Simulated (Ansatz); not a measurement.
Errors in the atomisation enthalpy at 298 K

6 molecules of light elements (H to F); the atomisation enthalpy at 298 K in kJ/mol, computed less measured. Shapes, held fixed at every level: PBE0-D4/def2-TZVP. Flexible molecules stand in one conformer, not always the lowest. Thermal terms are harmonic and unscaled (B3LYP/6-31G*, PBE0-D4/def2-TZVP); the spin-orbit lowering of the free atoms is taken from their spectra. Programs: Ansatz 0.2.0. Measured values: Active Thermochemical Tables, CRC Handbook of Chemistry and Physics.

Levels: A = BLYP/6-31G* (spherical functions); B = r2SCAN0/6-31G* (spherical functions); C = B2PLYP/6-31G* (spherical functions); D = MP2/6-31G* (spherical functions).

```tsv
molecule	from tabulated heats	A	B	C	D
H2O (water)	927	-58	-90	-94	-137
CH3 (methyl radical)	1224	-7	-1	-38	-129
C3H8O (methoxyethane)	4360	-23	-57	-127	-363
C4H6O2 (methyl acrylate)	5007	-24	-130	-163	-345
C4H8 (cyclobutane)	4584	-50	-30	-121	-348
C5H8 (2,3-pentadiene)	5195	-28	-63	-137	-383
```

(1) Sum up the errors.

Answers

(1) 
```
                               level                 kind  mean error  mean absolute error  worst case
   BLYP/6-31G* (spherical functions)                  GGA       -31.7                 31.7         H2O
r2SCAN0/6-31G* (spherical functions)        global hybrid       -61.8                 61.8      C4H6O2
 B2PLYP/6-31G* (spherical functions)        double hybrid      -113.3                113.3      C4H6O2
    MP2/6-31G* (spherical functions)  perturbation theory      -284.2                284.2        C5H8
```

On this set BLYP/6-31G* (spherical functions) has the smallest mean absolute error and MP2/6-31G* (spherical functions) the largest. BLYP/6-31G* (spherical functions) is too low in 6 of 6; r2SCAN0/6-31G* (spherical functions) is too low in 6 of 6; B2PLYP/6-31G* (spherical functions) is too low in 6 of 6; MP2/6-31G* (spherical functions) is too low in 6 of 6. Heats of the atoms come from ATcT where it has them. The tabulated value of C4H6O2 is in doubt (older tables, estimates, or at odds with other calculations) and kept here. Over the 5 molecules whose values aren't doubted the mean absolute errors are A 33.2; B 48.2; C 103.4; D 272.0. A functional in a double-zeta set wins here by errors that cancel. For B2PLYP/6-31G* (spherical functions) the error tends to grow with the atomisation enthalpy. Correlated wave functions converge slowly with the basis. Open shells run unrestricted. The set is small.

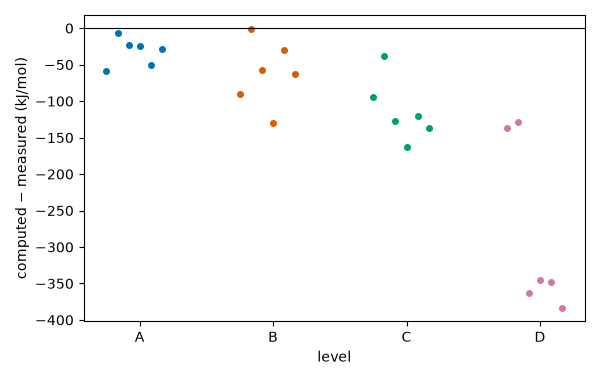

Errors of each level, one point a molecule.
